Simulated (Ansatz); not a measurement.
System: Si3 (SMILES [Si][Si][Si]) (triplet).

Input file:

```
crystal:
  periodic: [false, false, false]
  atoms:
    - {symbol: Si, position_ang: [0.409213, 0.724509, 0.917606]}
    - {symbol: Si, position_ang: [-1.775688, 0.244823, 0.812138]}
    - {symbol: Si, position_ang: [1.848705, -0.369712, -0.403585]}
basis:
  gaussian:
    orbitals: def2-TZVPD
total_charge: 0
magnetization:
  spin_polarized: true
  initial_magnetization: 2
hamiltonian:
  xc: {name: PBE0}
output: {forces: true, orbitals: {seedname: orbitals}}
```

Run with:

```sh
ansatz run input.yaml --threads 2 --pin off --max-ram 4350MiB --events-out events.jsonl --progress --plain --runs-dir runs
```

Geometry: r2SCAN-D4/def2-TZVP.

Method: isolated molecule in a Gaussian basis; Kohn-Sham density functional theory, functional PBE0 in Ansatz.

Predict the electron density, electron localisation function and spin density between the atoms.

Answer. Si–Si (2.24 Å): ρ at the midpoint is about 0.62 e/Å³; the ELF peaks at about 0.90 between the atoms (a shared electron pair).
The unpaired spin (2 electrons) lies mostly on Si2 (about 0.7), Si3 (about 0.7) and Si1 (about 0.6), in electrons by Hirshfeld's partition.

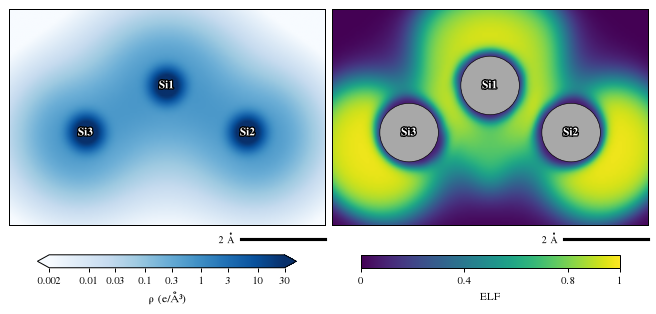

Computed electron density and electron localisation function on the molecular plane, in this order. Grey discs cover the atomic cores in the ELF map. 
